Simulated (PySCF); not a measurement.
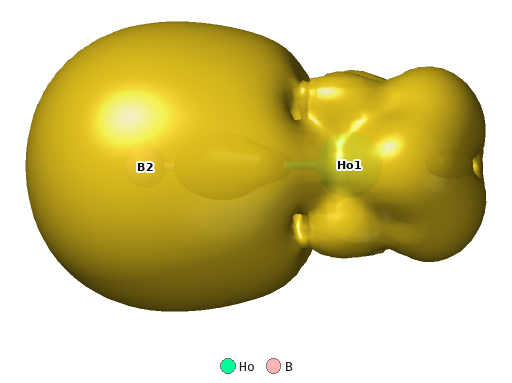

*HoB (septet). Isosurfaces of the spin density (α minus β) at +0.03 (yellow) and −0.03 e/Å³ (cyan), seen from one side.*

All numbers below come from PySCF 2.14.0, PBE0/x2c-TZVPall, spin-free X2C-1e, Gaussian nucleus, at a bond length of 2.338 Å.

Which atoms carry the spin?

The unpaired spin (6 electrons) lies mostly on Ho1 (about 3.9) and B2 (about 2.1), in electrons by Hirshfeld's partition.
